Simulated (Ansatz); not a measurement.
The compound is Ga2Si3 (space group R-3m, No. 166), taken as the end point of a relaxation with DFT r2SCAN, scalar-relativistic, plane waves, PAW (Ansatz); the starting structure was generated, so it need not be a known form of this composition.

```cif
data_structure
_symmetry_space_group_name_H-M 'R-3m:H'
_symmetry_Int_Tables_number 166
_cell_length_a 3.6742
_cell_length_b 3.6742
_cell_length_c 22.5439
_cell_angle_alpha 90.000
_cell_angle_beta 90.000
_cell_angle_gamma 120.000
_cell_volume 263.57
loop_
_atom_site_label
_atom_site_type_symbol
_atom_site_symmetry_multiplicity
_atom_site_Wyckoff_symbol
_atom_site_fract_x
_atom_site_fract_y
_atom_site_fract_z
_atom_site_occupancy
Ga1 Ga 6 c 0.33333 0.66667 0.06430 1
Si1 Si 3 a 0.00000 0.00000 0.00000 1
Si2 Si 6 c 0.00000 0.00000 0.19154 1
```

Describe the stacking along c, with columns A (0, 0), B (1/3, 2/3), C (2/3, 1/3) of the hexagonal mesh.

Si(A) – Ga(B) – Si(C) – Si(A) – Ga(B) – Si(C) – Ga(A) – Si(B) – Si(C) – Ga(A) – Si(B) – Ga(C) – Si(A) – Si(B) – Ga(C) (15 layers in 22.54 Å).

Si layers alone: ACACBCBAB, a mixed type, (chh) in Jagodzinski's notation.

Ga: six octahedral sites (per hexagonal cell). Three of the nine gaps between Si layers are empty, 1.12 Å wide.

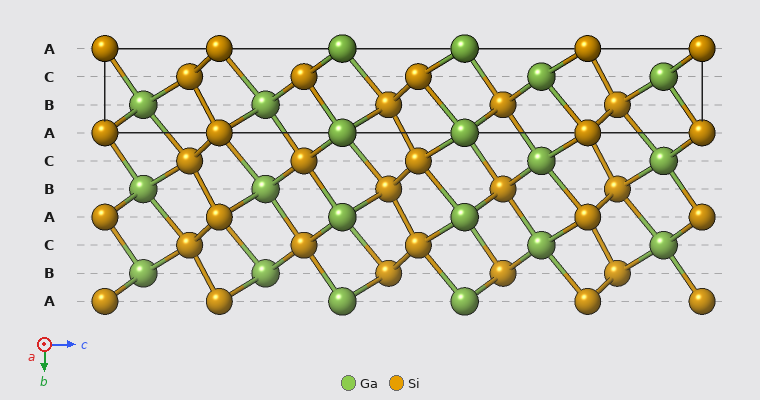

The picture looks along a close-packed row of the hexagonal mesh; c points to the right. The dashed lines mark the three columns A (0, 0), B (1/3, 2/3) and C (2/3, 1/3). The sequence starts with the first layer at or above the cell's origin.
